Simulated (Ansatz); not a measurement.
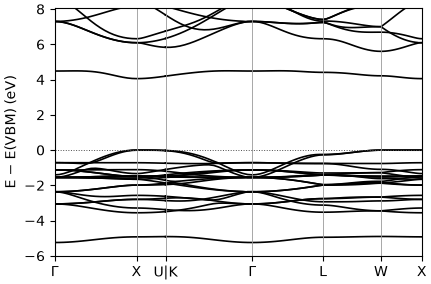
*Band structure from the program Ansatz at the r²SCAN level (PAW)*

Q: Read off the gap and where the band edges lie.

A: About 4.1 eV (4.05 eV by a search for the band edges); maximum at X, minimum at X.

Q: Which of these materials gives this?
A. BN, zinc blende
B. ZnS, zinc blende
C. NaTl3F6, Fm-3m (Na on 4a, Tl on 8c, Tl on 4b, F on 24e)

A: C, NaTl3F6, Fm-3m (Na on 4a, Tl on 8c, Tl on 4b, F on 24e)

The first step of the workflow began from a Materials Project structure, measured or hypothetical; the Crystallography Open Database copy checked does not list it. Whether it is the stable phase at ambient conditions was not checked. Symmetry was held in the r²SCAN relaxation; whether a distortion lowers the energy is not shown. Scalar-relativistic: spin–orbit coupling is off unless named, which matters more the heavier the elements.

Potentials: the later of the program's two PAW sets.
